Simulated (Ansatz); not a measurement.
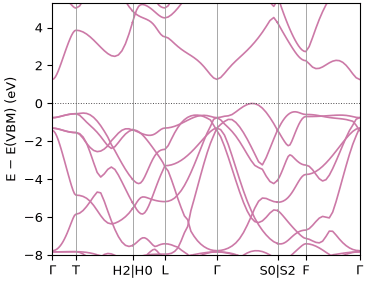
Fig. 1. Band structure from PBEsol (plane waves, PAW; program Ansatz)

Q: Read off the gap and where the band edges lie.

A: About 1.3 eV (1.27 eV by a search for the band edges); maximum on the Γ–S0 line, 59 % of the way from Γ, minimum at Γ.

Q: Which compound is it?
A) TlBiTe2, R-3m (Tl on 3b, Bi on 3a, Te on 6c)
B) ZnCdSe2, R3m (Zn on 3a, Cd on 3a, Se on 3a, Se on 3a)
C) B6As, R-3m (B on 18h, B on 18h, As on 6c)
D) CdSiN2, R-3m (Cd on 3a, Si on 3b, N on 6c)

A: D, CdSiN2, R-3m (Cd on 3a, Si on 3b, N on 6c)

The start of the workflow was typed in or built on a structure type; neither database checked (COD, Materials Project) lists it. Whether it is the stable phase at ambient conditions was not checked. The cell was relaxed with PBEsol under the symmetry of its start; whether a distortion lowers the energy is not shown. Scalar-relativistic: spin–orbit coupling is off unless named, which matters more the heavier the elements.

Potentials: the later of the program's two PAW sets.
